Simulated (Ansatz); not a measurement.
**Geometry relaxation, with input and output: C2H6Cl2Ga (part 1 of 2)**

C2H6Cl2Ga, multiplicity 2, computed with UKS PBE/def2-SVP (Ansatz 0.2.0).

It belongs to a series of runs on one base structure; here: end point B relaxed. Figures and captions count atoms from 1; the log counts them from 0 in places.

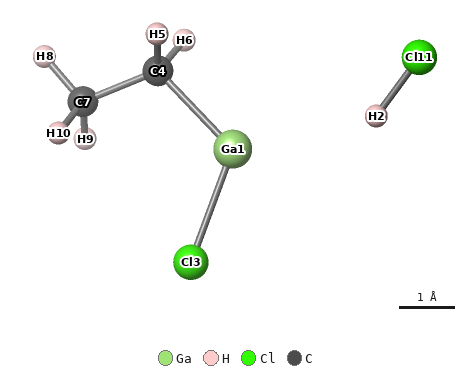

Fig. 1: The input geometry (ball-and-stick view, seen at a tilt; atoms are numbered from 1 in the order of the input). Sticks mark near contacts. Bond lengths as drawn: Cl–Ga 2.21 Å, Cl–H 1.34 Å, C–C 1.52 Å, C–Ga 2.04 Å and C–H 1.11 Å.

**Key numbers**

- outcome: converged
- total energy: −79558.6184 eV
- mean-field energy: −79558.6184 eV
- ⟨S²⟩: 0.752
- largest force (length of the vector) at the end: 0.012 eV/Å
- hardware: 4 threads of Arm Neoverse V2, 24 GiB of memory available, shared host
- wall time: 68 s (CPU time 4.3 min)
- peak memory: 0.23 GiB

**The input**
```yaml
crystal:
  periodic: [false, false, false]
  atoms:
    - { symbol: Ga, position_ang: [0.154667, 0.081974, -0.115512] }
    - { symbol: H, position_ang: [0.354898, 0.065081, 2.643873] }
    - { symbol: Cl, position_ang: [1.960656, 0.058487, -1.391071] }
    - { symbol: C, position_ang: [-1.639594, -0.008972, -1.090938] }
    - { symbol: H, position_ang: [-2.085384, -0.959406, -0.728273] }
    - { symbol: H, position_ang: [-2.23848, 0.817905, -0.655814] }
    - { symbol: C, position_ang: [-1.517546, 0.059943, -2.608462] }
    - { symbol: H, position_ang: [-2.52121, -0.015839, -3.08288] }
    - { symbol: H, position_ang: [-1.064307, 1.012283, -2.949687] }
    - { symbol: H, position_ang: [-0.896798, -0.761818, -3.017381] }
    - { symbol: Cl, position_ang: [-0.427401, -0.071237, 3.726445] }
magnetization:
  spin_polarized: true
  initial_magnetization: 1
basis:
  gaussian: { orbitals: def2-SVP }
hamiltonian:
  xc: pbe
relax:
  f_tol: 0.03
  max_steps: 50
```

Launched with:
```bash
ansatz run input.yaml --threads 4 --pin off --max-ram 5120MiB --backend cpu --events-out ev --progress --plain --runs-dir out
```

**Output**
```
The last accepted step is kept in [file] (removed where the run ends without a failure and the disk answers)
Engine: ansatz 0.2.0, aarch64-unknown-linux-gnu
Functional definition: PBE
  parameter kappa = 0.804
  parameter beta = 0.06672455060314922
  exchange = pbe_x(kappa = kappa, mu = beta*pi^2/3)
  correlation = pbe_c(beta = beta)
1409 factors; their error is unknown
mean field evaluation 1: about -79546.6696 eV, gradient 4.9e1 eV
mean field evaluation 2: about -79463.1689 eV, gradient 1.1e2 eV
mean field evaluation 4: about -79558.0053 eV, gradient 1.0e1 eV
mean field evaluation 8: about -79558.6227 eV, gradient 2.2e-1 eV
mean field evaluation 16: about -79558.5522 eV, gradient 4.9e-4 eV
mean field -79558.55223079 eV, -2923.7228677581 hartree, gradient 1.7e-5 eV, S^2 0.752361; 0 other end points of the search recorded, 0 dependent functions left out
the calculation of the forces begins
reference -79558.55227263 eV, -2923.7228692956 hartree; 42, 41 occupied and 84, 85 virtual orbitals, 1409 factors
relax step   1: F+E_penalty+E_count = -79558.55223079 eV  Δ(F+E_penalty+E_count) = +0.000e0 eV  max|allowed force component| = 6.621e-1 eV/Å  Δτ_max = 0.0000 Å  (33 SCF iters, accepted)
these checks for a lower state are left out or cut short: starts, cluster_reference, orbital_swaps, neighbouring_geometries, increment
1409 factors; their error is unknown
mean field -79558.58092725 eV, -2923.7239223333 hartree, gradient 1.7e-5 eV, S^2 0.752361; 0 other end points of the search recorded, 0 dependent functions left out
[... from here on the field's lines of each further geometry are left out, up to the last ...]
relax step   2: F+E_penalty+E_count = -79558.58092725 eV  Δ(F+E_penalty+E_count) = -2.870e-2 eV  max|allowed force component| = 2.678e-1 eV/Å  Δτ_max = 0.1945 Å  (32 SCF iters, accepted)
relax step   3: F+E_penalty+E_count = -79558.59184600 eV  Δ(F+E_penalty+E_count) = -1.092e-2 eV  max|allowed force component| = 7.337e-2 eV/Å  Δτ_max = 0.1953 Å  (31 SCF iters, accepted)
relax step   4: F+E_penalty+E_count = -79558.59247509 eV  Δ(F+E_penalty+E_count) = -6.291e-4 eV  max|allowed force component| = 4.914e-2 eV/Å  Δτ_max = 0.0629 Å  (33 SCF iters, accepted)
relax step   5: F+E_penalty+E_count = -79558.59292358 eV  Δ(F+E_penalty+E_count) = -4.485e-4 eV  max|allowed force component| = 4.177e-2 eV/Å  Δτ_max = 0.0329 Å  (33 SCF iters, accepted)
relax step   6: F+E_penalty+E_count = -79558.59369790 eV  Δ(F+E_penalty+E_count) = -7.743e-4 eV  max|allowed force component| = 4.323e-2 eV/Å  Δτ_max = 0.0504 Å  (31 SCF iters, accepted)
relax step   7: F+E_penalty+E_count = -79558.59310370 eV  Δ(F+E_penalty+E_count) = +5.942e-4 eV  max|allowed force component| = 5.853e-2 eV/Å  Δτ_max = 0.0947 Å  (31 SCF iters, rejected (line search))
relax step   8: F+E_penalty+E_count = -79558.59468940 eV  Δ(F+E_penalty+E_count) = -9.915e-4 eV  max|allowed force component| = 2.541e-2 eV/Å  Δτ_max = 0.0462 Å  (31 SCF iters, accepted)
relax step   9: F+E_penalty+E_count = -79558.59353734 eV  Δ(F+E_penalty+E_count) = +1.152e-3 eV  max|allowed force component| = 3.230e-1 eV/Å  Δτ_max = 0.0977 Å  (32 SCF iters, rejected (line search))
relax step  10: F+E_penalty+E_count = -79558.59601196 eV  Δ(F+E_penalty+E_count) = -1.323e-3 eV  max|allowed force component| = 3.074e-2 eV/Å  Δτ_max = 0.0484 Å  (31 SCF iters, accepted)
relax step  11: F+E_penalty+E_count = -79558.59733524 eV  Δ(F+E_penalty+E_count) = -1.323e-3 eV  max|allowed force component| = 1.050e-1 eV/Å  Δτ_max = 0.0497 Å  (32 SCF iters, accepted)
relax step  12: F+E_penalty+E_count = -79558.59856815 eV  Δ(F+E_penalty+E_count) = -1.233e-3 eV  max|allowed force component| = 1.770e-1 eV/Å  Δτ_max = 0.0734 Å  (32 SCF iters, accepted)
relax step  13: F+E_penalty+E_count = -79558.60111685 eV  Δ(F+E_penalty+E_count) = -2.549e-3 eV  max|allowed force component| = 1.515e-1 eV/Å  Δτ_max = 0.0543 Å  (32 SCF iters, accepted)
relax step  14: F+E_penalty+E_count = -79558.60467289 eV  Δ(F+E_penalty+E_count) = -3.556e-3 eV  max|allowed force component| = 2.381e-1 eV/Å  Δτ_max = 0.1646 Å  (33 SCF iters, accepted)
relax step  15: F+E_penalty+E_count = -79558.60866429 eV  Δ(F+E_penalty+E_count) = -3.991e-3 eV  max|allowed force component| = 9.844e-2 eV/Å  Δτ_max = 0.0605 Å  (32 SCF iters, accepted)
relax step  16: F+E_penalty+E_count = -79558.61126626 eV  Δ(F+E_penalty+E_count) = -2.602e-3 eV  max|allowed force component| = 2.168e-1 eV/Å  Δτ_max = 0.1471 Å  (33 SCF iters, accepted)
relax step  17: F+E_penalty+E_count = -79558.61383480 eV  Δ(F+E_penalty+E_count) = -2.569e-3 eV  max|allowed force component| = 7.019e-2 eV/Å  Δτ_max = 0.0434 Å  (32 SCF iters, accepted)
relax step  18: F+E_penalty+E_count = -79558.61237758 eV  Δ(F+E_penalty+E_count) = +1.457e-3 eV  max|allowed force component| = 2.467e-1 eV/Å  Δτ_max = 0.1114 Å  (31 SCF iters, rejected (line search))
relax step  19: F+E_penalty+E_count = -79558.61478164 eV  Δ(F+E_penalty+E_count) = -9.468e-4 eV  max|allowed force component| = 4.535e-2 eV/Å  Δτ_max = 0.0557 Å  (32 SCF iters, accepted)
relax step  20: F+E_penalty+E_count = -79558.61533394 eV  Δ(F+E_penalty+E_count) = -5.523e-4 eV  max|allowed force component| = 9.307e-2 eV/Å  Δτ_max = 0.0683 Å  (32 SCF iters, accepted)
relax step  21: F+E_penalty+E_count = -79558.61559171 eV  Δ(F+E_penalty+E_count) = -2.578e-4 eV  max|allowed force component| = 8.943e-2 eV/Å  Δτ_max = 0.0198 Å  (33 SCF iters, accepted)
relax step  22: F+E_penalty+E_count = -79558.61597884 eV  Δ(F+E_penalty+E_count) = -3.871e-4 eV  max|allowed force component| = 5.721e-2 eV/Å  Δτ_max = 0.0144 Å  (33 SCF iters, accepted)
relax step  23: F+E_penalty+E_count = -79558.61659181 eV  Δ(F+E_penalty+E_count) = -6.130e-4 eV  max|allowed force component| = 3.275e-2 eV/Å  Δτ_max = 0.0408 Å  (32 SCF iters, accepted)
relax step  24: F+E_penalty+E_count = -79558.61688146 eV  Δ(F+E_penalty+E_count) = -2.896e-4 eV  max|allowed force component| = 7.764e-2 eV/Å  Δτ_max = 0.0732 Å  (32 SCF iters, accepted)
relax step  25: F+E_penalty+E_count = -79558.61716623 eV  Δ(F+E_penalty+E_count) = -2.848e-4 eV  max|allowed force component| = 2.227e-2 eV/Å  Δτ_max = 0.0129 Å  (33 SCF iters, accepted)
relax step  26: F+E_penalty+E_count = -79558.61744444 eV  Δ(F+E_penalty+E_count) = -2.782e-4 eV  max|allowed force component| = 4.171e-2 eV/Å  Δτ_max = 0.0618 Å  (32 SCF iters, accepted)
relax step  27: F+E_penalty+E_count = -79558.61762181 eV  Δ(F+E_penalty+E_count) = -1.774e-4 eV  max|allowed force component| = 3.387e-2 eV/Å  Δτ_max = 0.0223 Å  (32 SCF iters, accepted)
relax step  28: F+E_penalty+E_count = -79558.61781053 eV  Δ(F+E_penalty+E_count) = -1.887e-4 eV  max|allowed force component| = 3.775e-2 eV/Å  Δτ_max = 0.0398 Å  (32 SCF iters, accepted)
relax step  29: F+E_penalty+E_count = -79558.61797753 eV  Δ(F+E_penalty+E_count) = -1.670e-4 eV  max|allowed force component| = 3.005e-2 eV/Å  Δτ_max = 0.0374 Å  (32 SCF iters, accepted)
relax step  30: F+E_penalty+E_count = -79558.61809632 eV  Δ(F+E_penalty+E_count) = -1.188e-4 eV  max|allowed force component| = 2.901e-2 eV/Å  Δτ_max = 0.0236 Å  (33 SCF iters, accepted)
relax step  31: F+E_penalty+E_count = -79558.61828441 eV  Δ(F+E_penalty+E_count) = -1.881e-4 eV  max|allowed force component| = 3.262e-2 eV/Å  Δτ_max = 0.0374 Å  (32 SCF iters, accepted)
relax step  32: F+E_penalty+E_count = -79558.61768149 eV  Δ(F+E_penalty+E_count) = +6.029e-4 eV  max|allowed force component| = 1.909e-1 eV/Å  Δτ_max = 0.0863 Å  (31 SCF iters, rejected (line search))
the calculation of the forces begins
reference -79558.61841287 eV, -2923.7252999046 hartree; 42, 41 occupied and 84, 85 virtual orbitals, 1409 factors
relax step  33: F+E_penalty+E_count = -79558.61837286 eV  Δ(F+E_penalty+E_count) = -8.846e-5 eV  max|allowed force component| = 1.139e-2 eV/Å  Δτ_max = 0.0225 Å  (33 SCF iters, accepted)
1409 factors; their error is unknown
mean field evaluation 256: about -79558.6891 eV, gradient 8.8e-2 eV
```

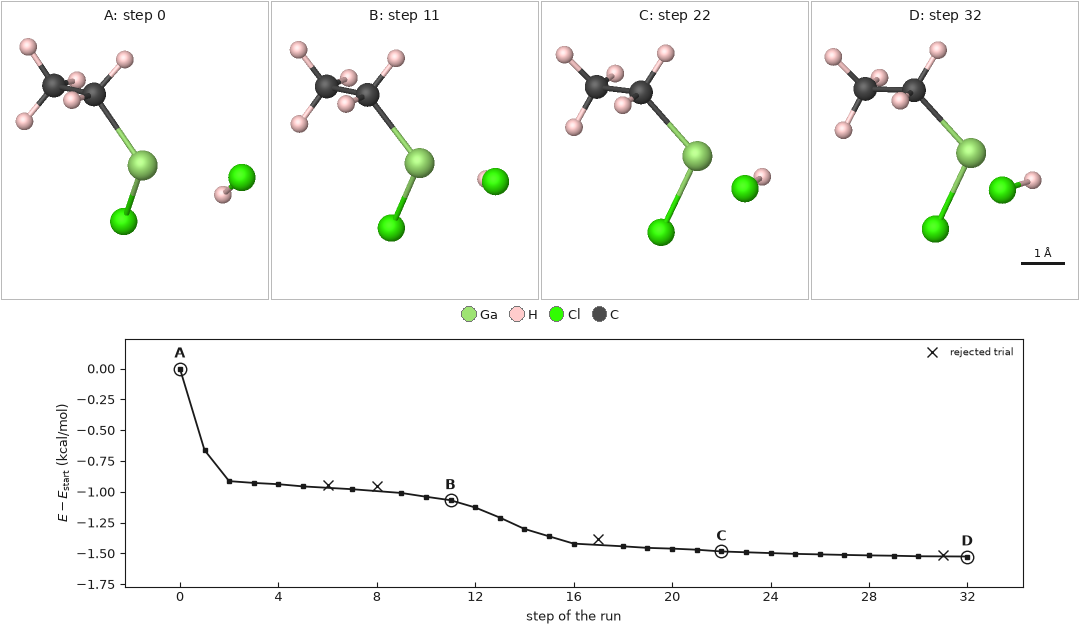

Fig. 2: Frames of the relaxation (ball-and-stick view, seen at a tilt) above the curves, on which the letters mark them (the first geometry is step 0 here and step 1 in the log).

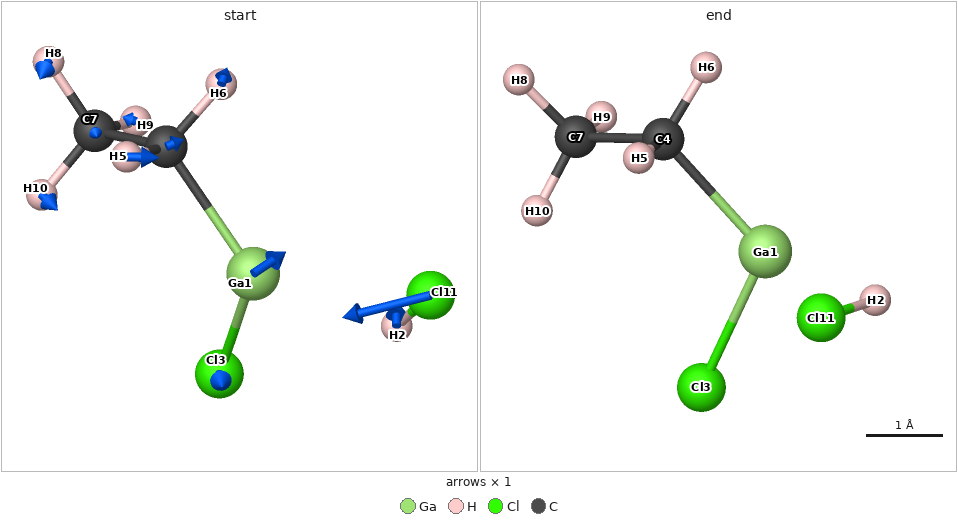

Fig. 3: Before (left) and after (right) the relaxation, at one scale (ball-and-stick view, seen at a tilt). The blue arrows give the displacements, at true length. The energy falls by 1.53 kcal/mol in 32 geometry steps. The largest force component goes from 0.66 to 0.011 eV/Å. The line search rejected the trial steps at points 6, 8, 17, 31 (counted from 0) and went back. Cl11 moves most after the best rigid fit: 1.26 Å. Largest moves by element: Cl 1.26 Å, Ga 0.60 Å, H 0.44 Å, C 0.26 Å. Among the contacts that change: H2–Cl11 1.343 → 1.316 Å. Among the angles that change: Ga1–C4–H6 104.7° → 106.8°. (Atoms are counted from 1 in the order of the input.)

```
mean field -79558.61837286 eV, -2923.7252984343 hartree, gradient 1.6e-5 eV, S^2 0.752386; 1 other end points of the search recorded, 0 dependent functions left out
the calculation of the forces begins
reference -79558.61841287 eV, -2923.7252999046 hartree; 42, 41 occupied and 84, 85 virtual orbitals, 1409 factors
Total energy: -79558.61841287 eV, -2923.7252999046 hartree
Atom 0 at     0.126712     0.685967    -0.072661 Å, force    -0.005437     0.010133    -0.000001 eV/Å
Atom 1 at     0.164317     0.352151     2.405781 Å, force     0.003830     0.009239    -0.000103 eV/Å
Atom 2 at     1.922430    -0.212901    -1.006913 Å, force     0.003049    -0.003994    -0.002988 eV/Å
Atom 3 at    -1.645265     0.225699    -0.990943 Å, force     0.004932    -0.006137    -0.006500 eV/Å
Atom 4 at    -1.964067    -0.678888    -0.429236 Å, force    -0.002473    -0.004971     0.003234 eV/Å
Atom 5 at    -2.355266     1.040979    -0.746114 Å, force    -0.001707     0.007856     0.003872 eV/Å
Atom 6 at    -1.496390    -0.022356    -2.487933 Å, force    -0.003778     0.000497     0.003788 eV/Å
Atom 7 at    -2.460633    -0.360450    -2.928420 Å, force    -0.000323     0.000389    -0.000576 eV/Å
Atom 8 at    -1.194617     0.893374    -3.035888 Å, force     0.000171     0.004481    -0.002476 eV/Å
Atom 9 at    -0.738957    -0.801005    -2.706638 Å, force     0.005546    -0.006107    -0.001571 eV/Å
Atom 10 at    -0.278762    -0.844169     2.729266 Å, force    -0.003810    -0.011388     0.003323 eV/Å
Dipole moment:    -0.470251     0.242111     0.026717 e Å
```

**Trajectory as extended XYZ (Å, eV, eV/Å), 19 of the 33 frames kept, from step=1 to step=33**
```
11
Properties=species:S:1:pos:R:3:forces:R:3 step=1 energy=-79558.55223
Ga    0.1547    0.0820   -0.1155    0.0573   0.0057   0.1224
H     0.3549    0.0651    2.6439   -0.4919  -0.0791   0.5515
Cl    1.9607    0.0585   -1.3911   -0.0015  -0.0024  -0.0067
C    -1.6396   -0.0090   -1.0909   -0.0279  -0.0080  -0.0062
H    -2.0854   -0.9594   -0.7283   -0.0090  -0.0146   0.0041
H    -2.2385    0.8179   -0.6558   -0.0070   0.0118   0.0030
C    -1.5175    0.0599   -2.6085    0.0056   0.0084   0.0012
H    -2.5212   -0.0158   -3.0829    0.0001   0.0030  -0.0014
H    -1.0643    1.0123   -2.9497   -0.0036  -0.0034  -0.0037
H    -0.8968   -0.7618   -3.0174    0.0039  -0.0019  -0.0021
Cl   -0.4274   -0.0712    3.7264    0.4740   0.0804  -0.6621
11
Properties=species:S:1:pos:R:3:forces:R:3 step=3 energy=-79558.59185
Ga    0.1560    0.0788   -0.0380   -0.0025   0.0036  -0.0734
H     0.1674    0.0712    2.3026   -0.0246  -0.0049   0.0523
Cl    1.9603    0.0530   -1.3151   -0.0270  -0.0021   0.0433
C    -1.6356   -0.0109   -1.0336    0.0129  -0.0010   0.0053
H    -2.0869   -0.9626   -0.6794    0.0093   0.0042   0.0034
H    -2.2397    0.8170   -0.6064    0.0116  -0.0031   0.0058
C    -1.4930    0.0612   -2.5498   -0.0122  -0.0032   0.0088
H    -2.4926   -0.0133   -3.0336    0.0061   0.0003   0.0003
H    -1.0378    1.0139   -2.8871    0.0021  -0.0001   0.0121
H    -0.8694   -0.7604   -2.9554    0.0004   0.0016   0.0109
Cl   -0.3491   -0.0695    3.5259    0.0238   0.0048  -0.0689
```
